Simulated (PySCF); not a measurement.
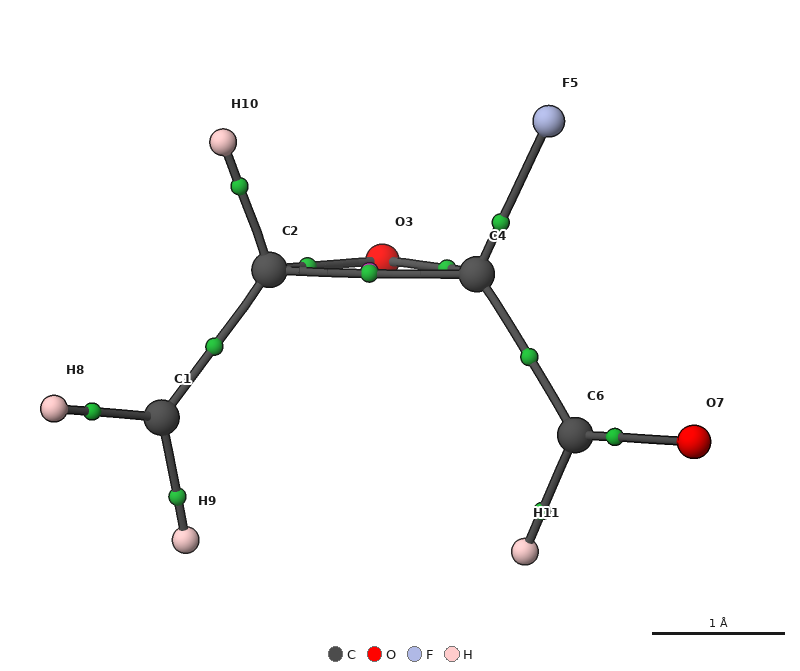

*C4H4FO2, doublet, SMILES `[CH2][CH]1O[C@]1(F)C=O`. Molecular graph of the electron density (QTAIM): bond paths, bond critical points (green), ring points (magenta, if any); weak paths are dashed.*

PySCF calculation, ωB97X/def2-TZVP, gas phase; geometry: GFN2-xTB. No frequency check shows the geometry to be a minimum. The stability of the open-shell solution wasn't checked. GFN2-xTB doesn't know the spin state, so this open-shell geometry is rough.

Input script:

```python
import numpy as np
from pyscf import gto, scf, dft
from pyscf.scf import atom_ks, atom_hf
from scipy.linalg import block_diag

def solve(mol, dm0=None, hcore=None):
    mf = (dft.UKS if mol.spin else dft.RKS)(mol, xc='wb97x')
    mf.grids.level = 3
    mf = mf.density_fit(auxbasis='def2-universal-jkfit')
    mf.conv_tol, mf.max_cycle = 1e-8, 80
    if hcore is not None:
        mf.get_hcore = lambda *args: hcore
    mf.kernel(dm0)
    if not mf.converged:
        mf = mf.newton().run(mf.mo_coeff, mf.mo_occ, max_cycle=30)
    assert mf.converged, 'SCF not converged'
    return mf

mol = gto.M(atom='''
C      1.97796     1.03373     0.37665
C      1.32615    -0.20380     0.25578
O      0.81876    -0.64337    -0.98601
C     -0.19210    -0.37102    -0.11644
F     -0.76043    -1.45952     0.45076
C     -1.08211     0.78729    -0.29441
O     -2.16824     0.90333     0.20617
H      2.57316     1.23690     1.24401
H      1.88328     1.78647    -0.38212
H      1.62758    -1.00778     0.92459
H     -0.62361     1.56319    -0.93399
''', basis='def2-tzvp', charge=0, spin=1, verbose=4)
mf = solve(mol)
mf.analyze()
# spherically averaged free atoms, for the promolecule
atm = atom_ks.get_atm_nrks(mol, xc='wb97x')
pro = block_diag(*[(atm[a[0]][2] * atm[a[0]][3]) @ atm[a[0]][2].T for a in mol._atom])
np.savez('result.npz', e=mf.e_tot, c=mf.mo_coeff, occ=mf.mo_occ, eps=mf.mo_energy, pro=pro, dip=mf.dip_moment(verbose=0), s2=mf.spin_square()[0])
```

Command:

```sh
OMP_NUM_THREADS=1 python input.py
```

The run took 2 min on 1 thread of Arm Neoverse V2, with other jobs on the host, peak memory 1 GiB.

Partitions, critical points and surface values were worked out afterwards from this run's density.

> How many critical points of each kind are there, and does the count close?

11 nuclei, 11 bond, 1 ring and 0 cage critical points: 11 − 11 + 1 − 0 = 1, as the Poincaré–Hopf relation requires.

> What does the calculation give at each kind of bond critical point?

```
  bond  length (Å)  ρ (a.u.)  ∇²ρ (a.u.)     ε  H (a.u.)
 C6–O7       1.202     0.428       +0.01  0.10    −0.776
 C1–C2       1.404     0.314       −0.96  0.15    −0.334
 O3–C4       1.361     0.302       −0.68  0.35    −0.458
 C1–H8       1.071     0.291       −1.05  0.03    −0.304
C2–H10       1.088     0.290       −1.06  0.04    −0.297
 C1–H9       1.073     0.290       −1.04  0.03    −0.302
 C4–C6       1.472     0.288       −0.86  0.12    −0.281
C6–H11       1.105     0.282       −1.01  0.01    −0.283
 C4–F5       1.353     0.269       −0.27  0.13    −0.412
 C2–O3       1.412     0.260       −0.45  0.30    −0.357
 C2–C4       1.572     0.207       −0.26  1.23    −0.165
```

> What kind of interaction is C4–C6?

Shared-shell (covalent): ρ = 0.288, ∇²ρ = −0.86, H = −0.281 a.u.
